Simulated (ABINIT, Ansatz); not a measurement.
## SnF4 (I4/mmm): G0W0 with ABINIT, start to end

How does a plane-wave GW calculation on SnF4 (I4/mmm) run from the first input to the gap?

Program: ABINIT 10.8.3. Level of theory: PBEsol and many-body steps on it, plane waves. Results are calculated unless marked as measured.

### Step 1. Starting point

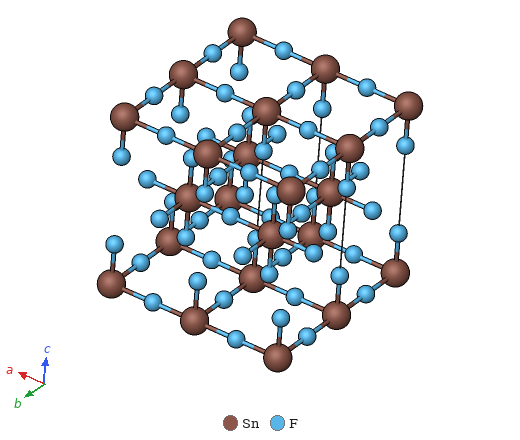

The starting structure, seen from a free direction (tin brown, fluorine blue). 2×2×1 cells are drawn. This picture shows the conventional cell, with its axes. Some periodic images of atoms are drawn too.

The cell and positions come from the Crystallography Open Database and are kept as given unless a step says otherwise.

### Step 2. Ground state

This step: ABINIT 10.8.3; DFT, PBEsol, plane waves, norm-conserving pseudopotentials.

The ground-state density comes first.

run.abi reads:

```
acell 3*1.0 Angstrom
rprim 
  -2.025000000000 2.025000000000 3.965000000000
  2.025000000000 -2.025000000000 3.965000000000
  2.025000000000 2.025000000000 -3.965000000000
ntypat 2
znucl 50 9
natom 5
typat 1 2 2 2 2
xred 
  0.000000000000 0.000000000000 0.000000000000
  0.237000000000 0.237000000000 0.000000000000
  0.763000000000 0.763000000000 0.000000000000
  0.500000000000 0.000000000000 0.500000000000
  0.000000000000 0.500000000000 0.500000000000
pp_dirpath "pseudos"
pseudos "Sn.upf, F.upf"
ecut 38
ngkpt 8 8 8
nshiftk 1
shiftk 0 0 0
kptopt 1
chksymbreak 0
nband 31
occopt 1
tolvrs 1e-10
nstep 60
prtwf 0
optforces 0
optstress 0
indata_prefix "in"
outdata_prefix "out"
tmpdata_prefix "tmp"
```

Started as:

```bash
$ OMP_NUM_THREADS=1 mpirun -n 4 abinit run.abi > log
```

Numbers of over 12 decimals in the logs are rounded to 6 here.

What it wrote:

```text
.Version 10.8.3 of ABINIT. v10.8.2 released Aug 2026.

 Symmetries : space group I4/m m m (#139); Bravais tI (body-center tetrag.)
================================================================================
 Values of the parameters that define the memory need of the present run
     intxc =       0    ionmov =       0      iscf =       7    lmnmax =       6
     lnmax =       6     mgfft =      54  mpssoang =       3    mqgrid =    3001
     natom =       5  nloc_mem =       1    nspden =       1   nspinor =       1
    nsppol =       1      nsym =      16    n1xccc =    2501    ntypat =       2
    occopt =       1   xclevel =       2
-    mband =          31        mffmem =           1         mkmem =          15
       mpw =        4937          nfft =      157464          nkpt =          59
================================================================================
  Rough estimation (10% accuracy) of disk space for files :
================================================================================

--------------------------------------------------------------------------------
------------- Echo of variables that govern the present computation ------------
--------------------------------------------------------------------------------
 -outvars: echo values of preprocessed input variables --------
            acell      1.8897261259E+00  1.8897261259E+00  1.8897261259E+00 Bohr

      chksymbreak           0
             ecut      3.80000000E+01 Hartree
-          fftalg         312

              ixc     -116133
              kpt      0.00000000E+00  0.00000000E+00  0.00000000E+00
                       1.25000000E-01  0.00000000E+00  0.00000000E+00
                       2.50000000E-01  0.00000000E+00  0.00000000E+00
                       3.75000000E-01  0.00000000E+00  0.00000000E+00
                       5.00000000E-01  0.00000000E+00  0.00000000E+00
                       1.25000000E-01  1.25000000E-01  0.00000000E+00
                       2.50000000E-01  1.25000000E-01  0.00000000E+00
                       3.75000000E-01  1.25000000E-01  0.00000000E+00
                       5.00000000E-01  1.25000000E-01  0.00000000E+00
   [... 39 further rows ...]
                       5.00000000E-01  5.00000000E-01  2.50000000E-01
                      -3.75000000E-01  5.00000000E-01  2.50000000E-01
                       outvar_i_n : Printing only first  50 k-points.
         kptrlatt        8    0    0      0    8    0      0    0    8
          kptrlen      6.12271265E+01
P           mkmem          15
            natom           5
            nband          31
            ngfft          54      54      54
             nkpt          59
            nstep          60
             nsym          16
           ntypat           2
              occ      2.000000  2.000000  2.000000  2.000000  2.000000  2.000000
                       2.000000  2.000000  2.000000  2.000000  2.000000  2.000000
                       2.000000  2.000000  2.000000  2.000000  2.000000  2.000000
                       2.000000  2.000000  2.000000  2.000000  2.000000  2.000000
                       2.000000  0.000000  0.000000  0.000000  0.000000  0.000000
                       0.000000
        optforces           0
        optstress           0
            prtwf           0
            rprim     -2.0250000000E+00  2.0250000000E+00  3.9650000000E+00
[...]
spgroup         139

           tolvrs      1.00000000E-10

             xred      0.0000000000E+00  0.0000000000E+00  0.0000000000E+00
[...]
znucl       50.00000    9.00000

================================================================================

 chkinp: Checking input parameters for consistency.

================================================================================
== DATASET  1 ==================================================================
-   mpi_nproc: 4, omp_nthreads: 1 (-1 if OMP is not activated)

--- !DatasetInfo
iteration_state: {dtset: 1, }
dimensions: {natom: 5, nkpt: 59, mband: 31, nsppol: 1, nspinor: 1, nspden: 1, mpw: 4937, }
cutoff_energies: {ecut:  38.0, pawecutdg:  -1.0, }
electrons: {nelect:   5.00000000E+01, charge:   0.00000000E+00, occopt:   1.00000000E+00, tsmear:   1.00000000E-02, }

 Real(R)+Recip(G) space primitive vectors, cartesian coordinates (Bohr,Bohr^-1):
 R(1)= -3.8266954  3.8266954  7.4927641  G(1)=  0.0000000  0.1306610  0.0667310
 R(2)=  3.8266954 -3.8266954  7.4927641  G(2)=  0.1306610  0.0000000  0.0667310
 R(3)=  3.8266954  3.8266954 -7.4927641  G(3)=  0.1306610  0.1306610  0.0000000
 Unit cell volume ucvol=  4.3888409E+02 bohr^3
 Angles (23,13,12)=  1.31084689E+02  1.31084689E+02  7.16785604E+01 degrees

 getcut: wavevector=  0.0000  0.0000  0.0000  ngfft=  54  54  54
         ecut(hartree)=     38.000   => boxcut(ratio)=   2.10582

--- Pseudopotential description ------------------------------------------------
- Sn Generated using ONCVPSP code by D. R. Hamann
- 50.00000  22.00000  180301                  znucl, zion, pspdat
12 -116133 2 -1 1628                          pspcod,pspxc,lmax,lloc,mmax
     nproj     2     2     2
  pspatm : epsatm=   27.40034533
         --- l  ekb(1:nproj) -->
[...]
pspatm: atomic psp has been read  and splines computed

- F Generated using ONCVPSP code by D. R. Hamann
-  9.00000   7.00000  180301                  znucl, zion, pspdat
12 -116133 2 -1 832                           pspcod,pspxc,lmax,lloc,mmax
     nproj     2     2     1
  pspatm : epsatm=    4.89824381
         --- l  ekb(1:nproj) -->
[...]
2   -2.394754
 pspatm: atomic psp has been read  and splines computed

   2.34966603E+03                                ecore*ucvol(ha*bohr**3)
--------------------------------------------------------------------------------

_setup2: Arith. and geom. avg. npw (full set) are    4910.451    4910.441

================================================================================

--- !BeginCycle
iteration_state: {dtset: 1, }
solver: {iscf: 7, nstep: 60, nline: 4, wfoptalg: 0, }
tolerances: {tolvrs: 1.00E-10, }

     iter   Etot(hartree)      deltaE(h)  residm     vres2
 ETOT  1  -319.29996293606    -3.193E+02 2.920E-01 1.091E+03
 ETOT  2  -319.59468192097    -2.947E-01 6.568E-02 5.945E+02
 ETOT  3  -319.74065962513    -1.460E-01 8.225E-03 5.810E+01
 ETOT  4  -319.74509101409    -4.431E-03 2.795E-03 7.799E+00
 ETOT  5  -319.74644595748    -1.355E-03 1.411E-03 9.810E-01
 ETOT  6  -319.74655979622    -1.138E-04 5.322E-04 1.100E-01
 ETOT  7  -319.74657294168    -1.315E-05 2.416E-04 5.828E-03
 ETOT  8  -319.74657344073    -4.991E-07 1.769E-04 2.985E-04
 ETOT  9  -319.74657345203    -1.130E-08 1.370E-04 1.583E-05
 ETOT 10  -319.74657345258    -5.509E-10 1.226E-04 2.553E-07
 ETOT 11  -319.74657345260    -1.921E-11 9.064E-05 2.544E-08
 ETOT 12  -319.74657345260     4.547E-12 7.091E-05 9.718E-10
 ETOT 13  -319.74657345260    -9.663E-13 4.922E-05 2.558E-11

 At SCF step   13       vres2   =  2.56E-11 < tolvrs=  1.00E-10 =>converged.

--- !ResultsGS
iteration_state: {dtset: 1, }
comment   : Summary of ground state results
lattice_vectors:
- [ -3.8266954,   3.8266954,   7.4927641, ]
- [  3.8266954,  -3.8266954,   7.4927641, ]
- [  3.8266954,   3.8266954,  -7.4927641, ]
lattice_lengths: [   9.24277,    9.24277,    9.24277, ]
lattice_angles: [131.085, 131.085,  71.679, ] # degrees, (23, 13, 12)
lattice_volume:   4.3888409E+02
convergence: {deltae: -9.663E-13, res2:  2.558E-11, residm:  4.922E-05, diffor:  0.000E+00, }
etotal    :  -3.19746573E+02
entropy   :   0.00000000E+00
fermie    :   2.47349154E-02
cartesian_stress_tensor: null
pressure_GPa: null
xred      :
- [  0.0000E+00,   0.0000E+00,   0.0000E+00, Sn]
- [  2.3700E-01,   2.3700E-01,   7.7149E-19,  F]
- [  7.6300E-01,   7.6300E-01,   2.4837E-18,  F]
- [  5.0000E-01,  -2.2708E-18,   5.0000E-01,  F]
- [ -2.2708E-18,   5.0000E-01,   5.0000E-01,  F]
cartesian_forces: null
force_length_stats: {min: null, max: null, mean: null, }

 Integrated electronic density in atomic spheres:
 ------------------------------------------------
 Atom  Sphere_radius  Integrated_density
[...]
================================================================================

 ----iterations are completed or convergence reached----

 Mean square residual over all n,k,spin=   78.527E-09; max=  49.221E-06
 reduced coordinates (array xred) for    5 atoms
       0.000000000000      0.000000000000      0.000000000000
       0.237000000000      0.237000000000      0.000000000000
       0.763000000000      0.763000000000      0.000000000000
       0.500000000000     -0.000000000000      0.500000000000
      -0.000000000000      0.500000000000      0.500000000000
 rms dE/dt=  0.0000E+00; max dE/dt=  0.0000E+00; dE/dt below (all hartree)
    1       0.000000000000      0.000000000000      0.000000000000
    2       0.000000000000      0.000000000000      0.000000000000
    3       0.000000000000      0.000000000000      0.000000000000
    4       0.000000000000      0.000000000000      0.000000000000
    5       0.000000000000      0.000000000000      0.000000000000

 cartesian coordinates (angstrom) at end:
    1      0.000000     0.000000     0.000000
    2      0.000000    -0.000000     1.879410
    3      0.000000    -0.000000     6.050590
    4      0.000000     2.025000    -0.000000
    5      2.025000     0.000000    -0.000000
 length scales=  1.889726125908  1.889726125908  1.889726125908 bohr
              =  1.000000000000  1.000000000000  1.000000000000 angstroms
 prteigrs : about to open file out_EIG
 Fermi (or HOMO) energy (hartree) =   0.02473   Average Vxc (hartree)=  -0.37283
 Eigenvalues (hartree) for nkpt=  59  k points:
 kpt#   1, nband= 31, wtk=  0.00195, kpt=  0.0000  0.0000  0.0000 (reduced coord)
  -4.63945   -3.01898   -3.01898   -3.01206   -0.79210   -0.78767   -0.76429   -0.70140
  -0.67717   -0.67316   -0.67316   -0.62521   -0.60406   -0.17473   -0.17473   -0.11870
  -0.09093   -0.05283   -0.05283   -0.05070   -0.02137   -0.02010   -0.02010    0.01600
   0.01600    0.15013    0.45268    0.49123    0.49123    0.53938    0.57788
 prteigrs : prtvol=0 or 1, do not print more k-points.

--- !EnergyTerms
iteration_state     : {dtset: 1, }
comment             : Components of total free energy in Hartree
kinetic             :  1.42011935962662E+02
hartree             :  1.14791516949368E+02
xc                  : -4.85838880793707E+01
Ewald energy        : -1.69798951037817E+02
psp_core            :  5.35372793918297E+00
local_psp           : -3.46548125830939E+02
non_local_psp       : -1.69727893556837E+01
total_energy        : -3.19746573452598E+02
total_energy_eV     : -8.70074751104758E+03
band_energy         : -4.14435879535882E+01

== END DATASET(S) ==============================================================
================================================================================

 -outvars: echo values of variables after computation  --------
           etotal     -3.1974657345E+02
            nband          31
             nkpt          59
          spgroup         139
 [... the other variables as echoed above ...]

 Calculation completed.
```

The job ended after 2.2 min (4 MPI ranks of Intel Xeon Platinum 8488C (Sapphire Rapids), shared host; peak memory 0.55 GiB; 8.9 min of CPU time).

Numbers from this step:

* total energy: -8700.7475 eV
* gap: 3.412 eV
* k of the valence top: 0.5, 0.5, 0
* k of the conduction bottom: 0, 0, 0
* least direct gap: 3.650 eV

The gap is indirect, with the least direct gap 0.24 eV higher.

(Continued in part 2 of 3.)

[Paths, hosts, dates, memory and timing lines, banners, echoed tables and standing remarks are left out of the program output.]

[Logs are printed without paths, hosts, clocks, repeated set-up lines and the standing remarks that a program may print on its own settings, such as how far it seeks lower states.]

[Runs of the session that timed out or met a known fault of the program may be left out.]

[Hosts, paths, dates, database ids (printed as entryN), source tags and the programs' standing remarks are cut or masked in the printed files.]

[G0W0 gaps are taken among the corrected bands and points alone; a level outside them can change the order at an edge.]

[Where Ansatz stands beside ABINIT at settings called matched, ABINIT's density can come from a denser mesh and the files from another edition; pairs whose starting gaps differed by over 0.03 eV were left out, so agreement reads better than it is.]
